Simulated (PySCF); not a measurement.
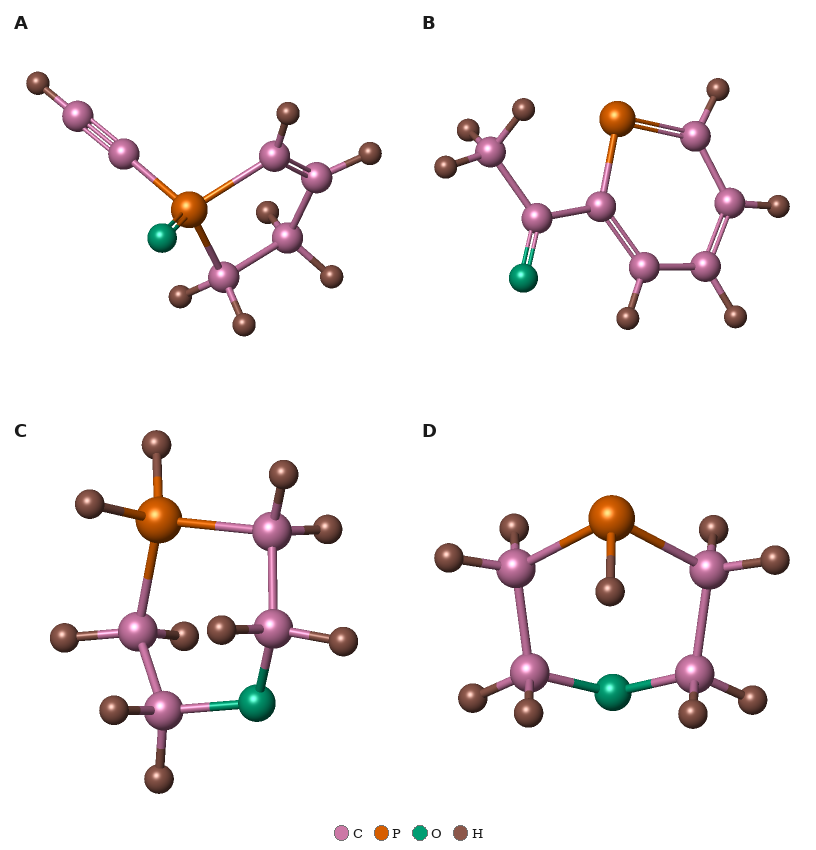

(Drawn from a calculation with PySCF.)

```xyz
15
charge 0, multiplicity 1
C     2.9594    0.0885    0.6374
C     2.0148   -0.0127   -0.0976
P     0.6710   -0.1626   -1.2520
O     1.0896   -0.5202   -2.6096
C    -0.3152    1.3329   -0.9860
C    -1.3065    1.0943   -0.1391
C    -1.4148   -0.2862    0.4396
C    -0.5705   -1.2329   -0.4144
H     3.7801    0.1764    1.2894
H    -0.1111    2.2733   -1.4685
H    -2.0241    1.8390    0.1737
H    -1.0392   -0.2587    1.4670
H    -2.4583   -0.6063    0.4838
H    -1.1673   -1.6812   -1.2133
H    -0.1123   -2.0358    0.1620
```

Which panel shows the molecule in this file?

A. The file holds C6H7OP, `C#C[P@]1(=O)C=CCC1`.
